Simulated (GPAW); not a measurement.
# How Mo absorbs and reflects light

Aim: the dielectric function of Mo, and the optical constants that follow from it.

Program: GPAW 26.7.0. Level of theory: DFT, PBE, plane-wave PAW (GPAW data sets), scalar-relativistic, RPA, optical limit. Results are calculated unless marked as measured.

## Step 1: The starting structure

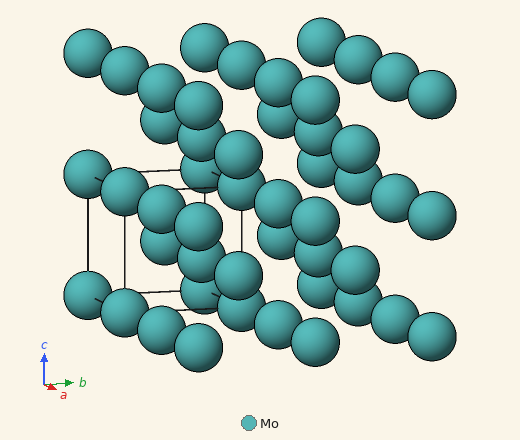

The cell as given, slightly off an axis (molybdenum teal). 3×2×2 cells are drawn. This picture shows the conventional cell, with its axes. Some periodic images of atoms are drawn too.

Coordinates:

```xyz
1
Lattice="-1.5734 1.5734 1.5734 1.5734 -1.5734 1.5734 1.5734 1.5734 -1.5734" Properties=species:S:1:pos:R:3 pbc="T T T"
Mo    0.0000    0.0000    0.0000
```

## Step 2: Dielectric function, RPA

Local fields let the induced charge screen the field inside the cell, which as a rule lowers ε, most along directions where the density is uneven.

Contents of df.py:

```python
from gpaw.response.df import DielectricFunction

df = DielectricFunction('full.gpw', frequencies={'type': 'nonlinear', 'domega0': 0.03, 'omega2': 8},
                        ecut=50,
                        eta=0.15,
                        nbands=18,
                        rate=0.05,
                        txt='df.txt')
for direction in ['x']:
    df.get_dielectric_function(xc='RPA', direction=direction, filename=f'df_{direction}.csv')
```

Run with:

```
> OMP_NUM_THREADS=1 python df.py
```

Numbers of over 12 decimals in the logs are rounded to 6 here.

The program printed:

```text
Using integrator: PointIntegrator
NonLinearFrequencyDescriptor(from 0.000 to 99.342 eV, 540 points)
Nonperiodic BCs:  [False False False]
Using integrator: PointIntegrator
NonLinearFrequencyDescriptor(from 0.000 to 99.342 eV, 540 points)
Nonperiodic BCs:  [False False False]
Using integrator: PointIntegrator

Calculating chi0 body with:
    Ground state adapter containing:
    Number of spins: 1
    Number of kpoints: 10648
    Number of irreducible kpoints: 328
    Number of completely occupied states: 6
    Number of partially occupied states: 9

    Linear response parametrization:
    q_c: [0.0, 0.0, 0.0]
    Number of frequency points: 540
    Planewave cutoff: 50.0
    Number of bands: 18
    Number of planewaves: 13
    Broadening (eta): 0.15

Integrating chi0 body.

Symmetries of q_c:
    Direct symmetries (Uq -> q): 48
    Indirect symmetries (TUq -> q): 0
In total 48 allowed symmetries.

328 groups of equivalent kpoints. 96.919609% reduction.

Integral kind: spectral function

Calculating chi0 optical extensions with:
    Ground state adapter containing:
    Number of spins: 1
    Number of kpoints: 10648
    Number of irreducible kpoints: 328
    Number of completely occupied states: 6
    Number of partially occupied states: 9

    Linear response parametrization:
    Number of frequency points: 540
    Planewave cutoff: 50.0
    Number of bands: 18
    Number of planewaves: 13
    Broadening (eta): 0.15
Integrating chi0 head and wings.

Symmetries of q_c:
    Direct symmetries (Uq -> q): 48
    Indirect symmetries (TUq -> q): 0
In total 48 allowed symmetries.

328 groups of equivalent kpoints. 96.919609% reduction.

Integral kind: spectral function wings

Calculating drude chi0 with:
    Number of frequency points:540
    Plasma frequency decay rate: 0.05 eV

    Ground state adapter containing:
    Number of spins: 1
    Number of kpoints: 10648
    Number of irreducible kpoints: 328
    Number of completely occupied states: 6
    Number of partially occupied states: 9

Symmetries of q_c:
    Direct symmetries (Uq -> q): 48
    Indirect symmetries (TUq -> q): 0
In total 48 allowed symmetries.

328 groups of equivalent kpoints. 96.919609% reduction.

Integral kind: intraband
Plasma frequency:
[[6.66-0.j 0.  +0.j 0.  +0.j]
 [0.  +0.j 6.66-0.j 0.  +0.j]
 [0.  +0.j 0.  -0.j 6.66-0.j]]
```

The job ended after 8.8 s (1 thread of Intel Xeon Platinum 8559C (Emerald Rapids), shared host; peak memory 0.2 GiB).

Numbers from this step:

```
main peak of the optical conductivity above 1 eV, first axis : 4.175 eV
centre of weight of the strongest loss peak in the window    : 10.56 eV
```

Some rows of df_x.csv (energy; Re and Im without local fields; Re and Im with them):

```text
0.000000, 17789.614403, -0.000000, 17789.540365, -0.000000
0.460735, -164.600953, 55.576931, -164.674282, 55.568760
0.943989, -23.940633, 19.389151, -24.002253, 19.377975
1.451455, 5.702447, 19.733006, 5.647568, 19.726959
1.984998, 12.781198, 27.365554, 12.712128, 27.349304
2.546682, 2.340197, 22.263553, 2.314369, 22.251800
3.138794, 1.671037, 20.436832, 1.640052, 20.457932
3.763875, 0.314871, 22.390550, 0.280394, 22.429677
4.424758, -9.270659, 21.003296, -9.382676, 21.067646
5.124608, -10.394885, 11.809338, -10.508622, 11.821708
5.866977, -8.565097, 7.056516, -8.665625, 7.040063
6.655862, -5.780556, 3.798670, -5.861350, 3.782696
7.495775, -4.903014, 3.651316, -4.982309, 3.640460
8.391833, -3.184390, 1.528232, -3.255552, 1.515061
9.349861, -1.690662, 1.034501, -1.762495, 1.021572
10.376517, -0.372222, 0.845871, -0.433684, 0.833484
11.479449, 1.092557, 2.070456, 1.047780, 2.091567
12.667487, -0.087263, 2.368316, -0.190770, 2.432500
13.950874, -0.307548, 1.961767, -0.487425, 2.024217
```

The Im ε, E ∥ x has structure finer than the step of the table below, so its rows give means over 1 eV, whole bins alone (the curve runs from 0.305 to 14.0 eV). Peaks (eV: height): 2.2: 32.1, 4.2: 25.1.

Table of Im ε, E ∥ x by photon energy; means over each step:

| photon energy (eV) | Im ε, E ∥ x |
| --- | --- |
| 1 | 23.1 |
| 2 | 25.8 |
| 3 | 22.1 |
| 4 | 22.9 |
| 5 | 13.5 |
| 6 | 6.31 |
| 7 | 3.90 |
| 8 | 2.25 |
| 9 | 1.20 |
| 10 | 0.868 |
| 11 | 1.27 |
| 12 | 2.68 |
| 13 | 2.44 |

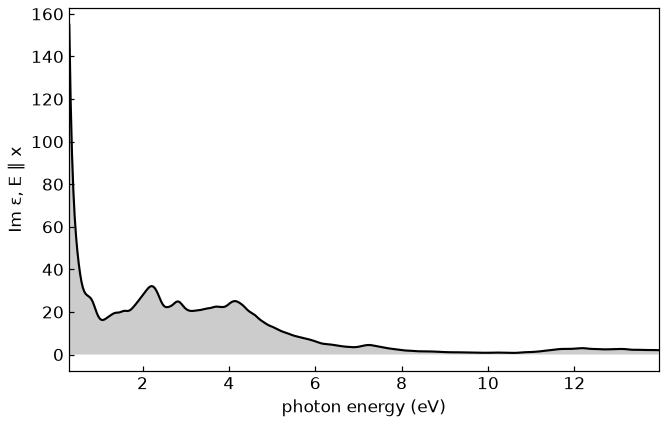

Im ε, E ∥ x, plotted against photon energy.

The Re ε, E ∥ x by photon energy:

| photon energy (eV) | Re ε, E ∥ x |
| --- | --- |
| 1 | -17.8 |
| 2 | 12.5 |
| 3 | 0.318 |
| 4 | -0.437 |
| 5 | -10.6 |
| 6 | -8.44 |
| 7 | -4.24 |
| 8 | -4.22 |
| 9 | -2.32 |
| 10 | -0.830 |
| 11 | 0.625 |
| 12 | 0.529 |
| 13 | -0.197 |

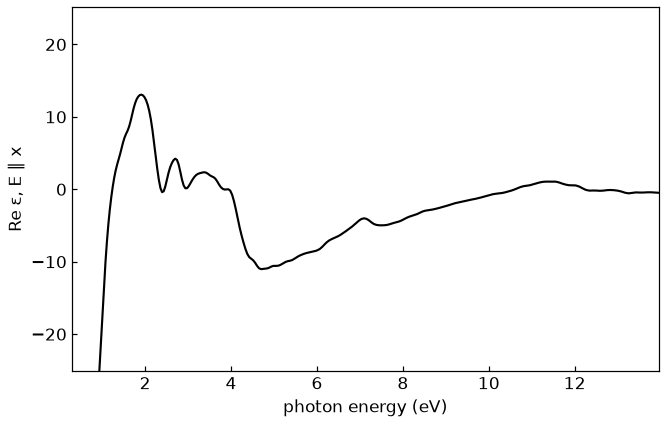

Re ε, E ∥ x, plotted against photon energy. Below 1 eV the curve runs off the scale.

The reflectivity at normal incidence, E ∥ x by photon energy; read off at these points:

| photon energy (eV) | reflectivity at normal incidence, E ∥ x (%) |
| --- | --- |
| 0.50 | 94.7 |
| 1.00 | 74.7 |
| 1.50 | 49.5 |
| 2.00 | 54.5 |
| 2.32 | 59.4 |
| 2.50 | 55.0 |
| 3.00 | 54.6 |
| 3.50 | 53.5 |
| 4.00 | 56.7 |
| 4.50 | 64.6 |
| 5.00 | 66.9 |
| 5.50 | 68.2 |
| 6.00 | 70.1 |
| 6.12 | 70.9 |
| 6.50 | 69.1 |
| 7.00 | 60.1 |
| 7.50 | 64.7 |
| 8.00 | 70.9 |
| 8.50 | 67.3 |
| 9.00 | 66.3 |
| 9.50 | 58.5 |
| 10.00 | 45.0 |
| 10.50 | 25.3 |
| 11.00 | 8.18 |
| 11.50 | 12.7 |
| 12.00 | 19.1 |
| 12.50 | 24.1 |
| 13.00 | 24.3 |
| 13.25 | 27.9 |
| 13.50 | 26.3 |

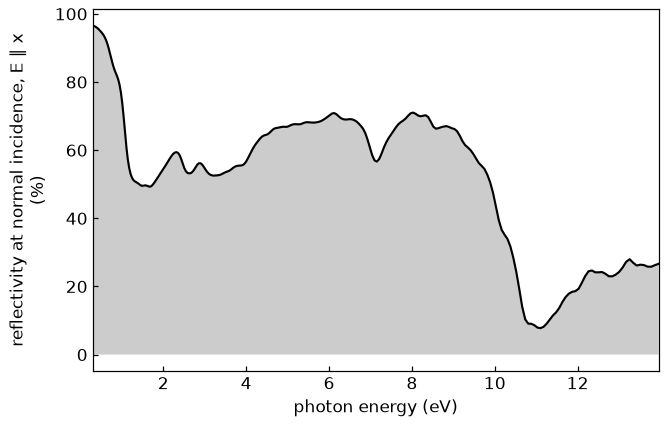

Reflectivity at normal incidence, E ∥ x, plotted against photon energy.

Values under 1 per cm are given as 1. The absorption coefficient, E ∥ x by photon energy:

| photon energy (eV) | absorption coefficient, E ∥ x (1/cm) |
| --- | --- |
| 1.01 | 4.6e5 |
| 1.99 | 5.9e5 |
| 3.02 | 9.9e5 |
| 3.98 | 1.4e6 |
| 4.98 | 1.9e6 |
| 6.02 | 1.9e6 |
| 6.99 | 1.6e6 |
| 8.03 | 1.7e6 |
| 9.02 | 1.4e6 |
| 10.03 | 1.0e6 |
| 11.03 | 6.6e5 |
| 12.02 | 1.3e6 |
| 13.00 | 1.6e6 |

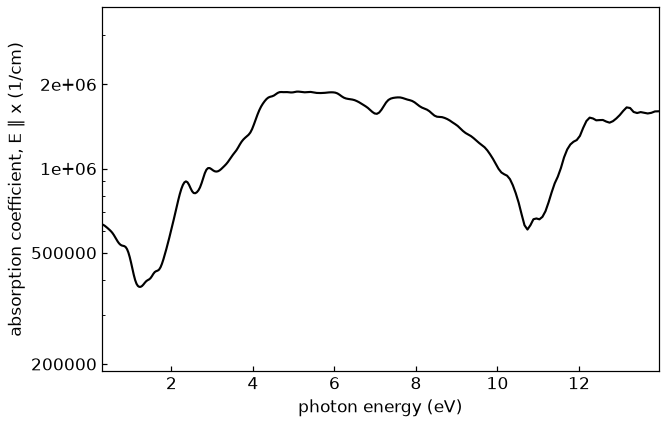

Absorption coefficient, E ∥ x, plotted against photon energy.

Table of Im ε, E ∥ x by photon energy; read off at these points:

| photon energy (eV) | without local fields | with local fields |
| --- | --- | --- |
| 0.50 | 47.0 | 47.0 |
| 1.00 | 17.2 | 17.2 |
| 1.50 | 20.0 | 20.0 |
| 2.00 | 27.8 | 27.8 |
| 2.21 | 32.1 | 32.1 |
| 2.50 | 22.8 | 22.8 |
| 2.82 | 24.9 | 24.9 |
| 3.00 | 21.5 | 21.5 |
| 3.50 | 21.6 | 21.6 |
| 4.00 | 23.6 | 23.7 |
| 4.16 | 25.0 | 25.1 |
| 4.50 | 19.8 | 19.9 |
| 5.00 | 13.0 | 13.1 |
| 5.50 | 8.90 | 8.90 |
| 6.00 | 6.22 | 6.20 |
| 6.50 | 4.27 | 4.26 |
| 7.00 | 3.64 | 3.64 |
| 7.50 | 3.64 | 3.63 |
| 8.00 | 2.06 | 2.04 |
| 8.50 | 1.53 | 1.52 |
| 9.00 | 1.15 | 1.14 |
| 9.50 | 0.975 | 0.964 |
| 10.00 | 0.835 | 0.823 |
| 10.50 | 0.795 | 0.786 |
| 11.00 | 1.17 | 1.17 |
| 11.50 | 2.12 | 2.15 |
| 12.00 | 2.70 | 2.75 |
| 12.50 | 2.51 | 2.58 |
| 13.00 | 2.51 | 2.58 |
| 13.50 | 2.14 | 2.20 |

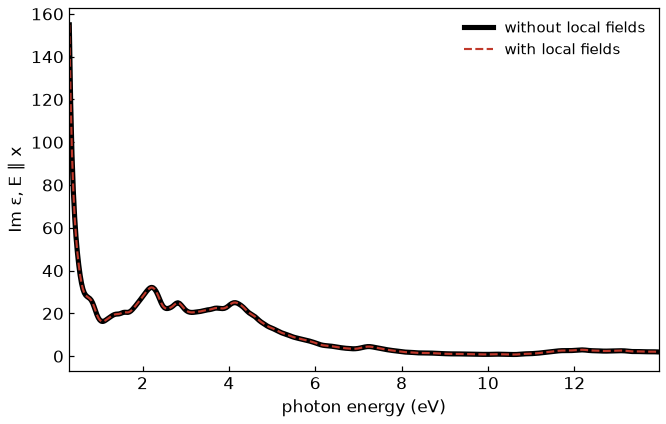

Im ε, E ∥ x, plotted against photon energy.

From ε follow the optical constants at some laser and lamp lines:

| wavelength (nm) | n | k | R (%) | 1/α |
| --- | --- | --- | --- | --- |
| 1550 | 2.02 | 6.537 | 84.4 | 19 nm |
| 1064 | 2.64 | 3.242 | 55.6 | 26 nm |
| 800 | 3.83 | 2.664 | 49.6 | 24 nm |
| 633 | 4.61 | 2.890 | 53.7 | 17 nm |
| 532 | 3.91 | 3.787 | 59.3 | 11 nm |
| 365 | 3.44 | 3.082 | 52.9 | 9.4 nm |
| 308 | 3.42 | 3.529 | 57.2 | 6.9 nm |

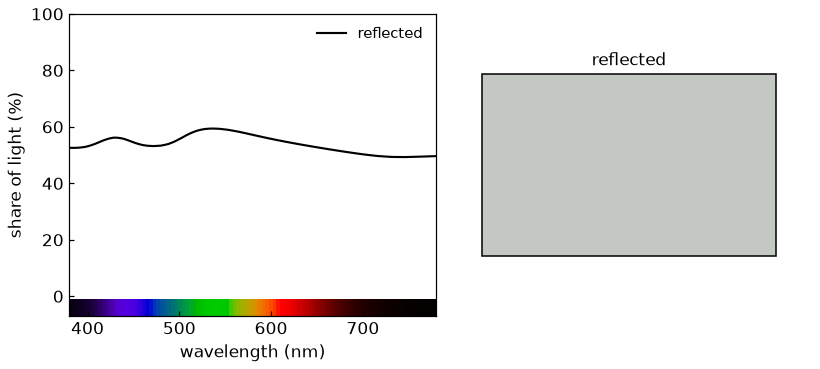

Light reflected across the visible range, with the colour that it makes of daylight (sRGB).

A polished face would reflect 57 % of daylight and look light grey (CIE x = 0.313, y = 0.337 under D65).

## Step 3: Results

| Quantity | Value |
| --- | --- |
| main peak of the optical conductivity above 1 eV, first axis | 4.18 eV |
| centre of weight of the strongest loss peak in the window, first axis | 10.6 eV |

At this level (PBE, RPA) Mo is a metal; it reflects 59 % at 550 nm. A polished face would reflect 57 % of daylight and look light grey (CIE x = 0.313, y = 0.337 under D65). The carriers' damping of 0.05 eV is typed, not computed; it shapes the response at the lowest energies. The sum runs over mesh points, so small or evenly spaced maxima can still be ripples of the mesh. In this version of GPAW the matrix elements of the optical limit are incomplete, which can lower ε − 1 by up to a tenth where first-row anions or d states rule, and shift it by more in d metals. GPAW's carrier term has the form −ωp²/(ω + i·rate)², which damps like twice the rate and fails at low energy, so the curves leave the lowest energies out.

[Machine, clock and banner lines and Python warnings are left out of the logs.]

[Logs are printed without paths, hosts, clocks, repeated set-up lines and the standing remarks that a program may print on its own settings, such as how far it seeks lower states.]

[Hosts, paths, dates, database ids (printed as entryN), source tags and the programs' standing remarks are cut or masked in the printed files.]
